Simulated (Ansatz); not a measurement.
**AlH2ClO (SMILES [OH][AlH][Cl]) at r2SCAN/STO-3G**

What is the vertical ionisation energy of AlH2ClO at r2SCAN/STO-3G? 

Program for the calculation: Ansatz 0.2.0.

77 further runs of the same task are left out: 5 that didn't finish, 72 set aside as unsound or not needed.

## 1. The system as given

The species is AlH2ClO (5 atoms), meant as a singlet with charge 0. As SMILES, `[OH][AlH][Cl]`. The shape is that of a PBE0-D4/def2-TZVP optimisation. This is one conformer, not always the lowest.

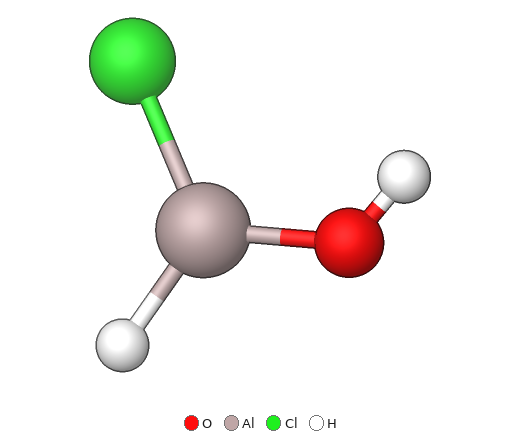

Viewed from a chosen angle; oxygen red, aluminium light grey, chlorine green, hydrogen white.

## 2. The energy at r2SCAN/STO-3G

File run.yaml:

```yaml
crystal:
  periodic: [false, false, false]
  atoms:
    - symbol: O
      position_ang: [-1.110100, 0.370900, -0.514400]
    - symbol: Al
      position_ang: [0.431000, 0.184900, 0.137500]
    - symbol: Cl
      position_ang: [1.114900, -1.725400, 0.662800]
    - symbol: H
      position_ang: [-1.719500, -0.349100, -0.669500]
    - symbol: H
      position_ang: [1.333500, 1.445000, 0.342200]
basis:
  gaussian:
    orbitals: STO-3G
magnetization:
  spin_polarized: false
  initial_magnetization: 0
hamiltonian:
  xc: {name: r2SCAN}
accuracy: high
```

The run is started by

```
$ ansatz run run.yaml --threads 1 --pin off --max-ram 2610MiB --events-out events.jsonl --progress --plain --runs-dir runs
```

The log of the run:

```text
Warning: RAYON_NUM_THREADS=1 ignored (pool sized by the plan → 1); use --threads N
Functional definition: r2SCAN
  name "r2SCAN"
  parameter k0 = 0.174
  parameter k1 = 0.065
  parameter a1 = 4.9479
  exchange = r2scan_x(k0 = k0, k1 = k1, a1 = a1)
  correlation = r2scan_c
456 factors; integrals over basis functions are off by at most 1.7e-8 eV
mean field evaluation 1: about -20952.7080 eV, gradient 3.0e1 eV
mean field evaluation 2: about -20941.3607 eV, gradient 7.4e1 eV
mean field evaluation 4: about -20955.8271 eV, gradient 2.6e0 eV
mean field evaluation 8: about -20955.8165 eV, gradient 1.9e-2 eV
mean field evaluation 16: about -20955.8165 eV, gradient 1.7e-8 eV
mean field -20955.81648080 eV, -770.1120513070 hartree, gradient 2.0e-8 eV, S^2 0.000000; 0 other end points of the search recorded, 0 dependent functions left out
reference -20955.81648119 eV, -770.1120513211 hartree; 20, 20 occupied and 5, 5 virtual orbitals, 456 factors
Total energy: -20955.81648119 eV, -770.1120513211 hartree
```

Wall time 1 s (1 thread of AMD EPYC 9R45 (Zen 5), shared host); peak memory 0.17 GiB.

## 3. The doublet cation, same level

run.yaml: that of step 2 with these lines changed.

```diff
@@ -17,4 +17,4 @@
 magnetization:
-  spin_polarized: false
-  initial_magnetization: 0
+  spin_polarized: true
+  initial_magnetization: 1
 hamiltonian:
@@ -22 +22,2 @@
 accuracy: high
+total_charge: 1
```

The run is started by

```
$ ansatz run run.yaml --threads 1 --pin off --max-ram 2610MiB --events-out events.jsonl --progress --plain --runs-dir runs
```

The log of the run, shortened:

```text
Warning: RAYON_NUM_THREADS=1 ignored (pool sized by the plan → 1); use --threads N
[... 2 set-up lines as earlier in the session ...]
[...]
456 factors; integrals over basis functions are off by at most 1.7e-8 eV
[...]
mean field -20947.59593035 eV, -769.8099516498 hartree, gradient 9.7e-8 eV, S^2 0.755605; 16 other end points of the search recorded, 0 dependent functions left out
reference -20947.59593116 eV, -769.8099516797 hartree; 20, 19 occupied and 5, 6 virtual orbitals, 456 factors
Total energy: -20947.59593116 eV, -769.8099516797 hartree
```

It took 13 s on 1 thread of AMD EPYC 9R45 (Zen 5), shared host; peak memory 0.28 GiB.

## 4. What came out

At r2SCAN/STO-3G:

```
                                          quantity          value
                     singlet AlH2ClO: total energy  -770.11205 Eh
                      doublet cation: total energy  -769.80995 Eh
                              doublet cation: ⟨S²⟩          0.756
vertical ionisation energy (to the doublet cation)       8.221 eV
```

What this shows: The vertical ionisation energy comes to 8.22 eV (190 kcal/mol). In a minimal basis such a difference can be off by several eV, whatever the method.
